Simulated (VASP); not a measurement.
Band structure of SnI$_{4}$ (space group P-43m). Method: LDA (Ceperley-Alder, Perdew-Zunger), VASP's LDA PAW potentials (set 64) (plane waves; VASP 6.6.1).

Unless said otherwise, spin-orbit coupling is left out, though it shifts the bands of the heavy elements here.

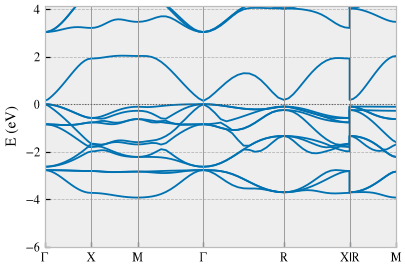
Fig. 1. Bands along high-symmetry lines, zero at the valence-band maximum or, without a gap, the Fermi level

Question: Read the plot: is there a gap, and where are the band edges?

Answer: The gap is direct, 0.14 eV, from the valence maximum at Γ to the conduction minimum at Γ. (Edges off the drawn lines would not show.)

The structure comes from a computed database's SnI4 entry (P-43m); how it stands against other phases isn't given here. It was relaxed first, which changed the volume by -22 %.
